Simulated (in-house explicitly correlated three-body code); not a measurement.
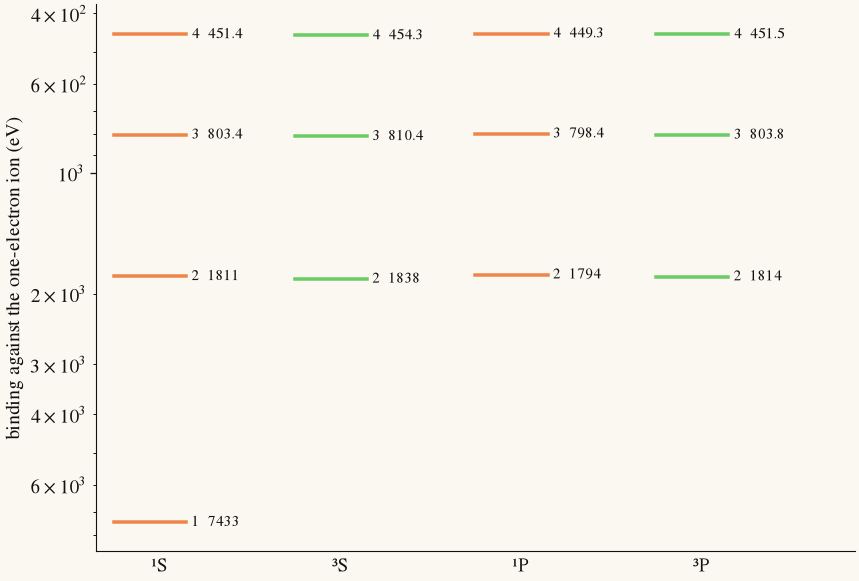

Two electrons around a point charge of unknown size. Computed variationally in 260 exponentially correlated functions with an in-house code, non-relativistic, converged to about 10⁻⁸ of the energy. The plot shows the bound S and P states that converged, by term and principal number n, on a logarithmic scale of binding.

> What is the nuclear charge?

Z = 24 (chromium). The outer electron of the excited states sees a charge of Z − 1, so they are bound by about 13.6 (Z − 1)²/n² eV. The ground state is bound by 7433 eV. The n = 2 states drawn run, from the deepest, 2 ³S (1838 eV), 2 ³P (1814 eV), 2 ¹S (1811 eV), 2 ¹P (1794 eV). Exchange puts 2 ³S below 2 ¹S by 26.9 eV and 2 ³P below 2 ¹P by 20.1 eV. Quantum defects n − (Z − 1)/√(2 E(binding)): 2 ³S 0.021, 2 ³P 0.008, 2 ¹S 0.006, 2 ¹P −0.003.
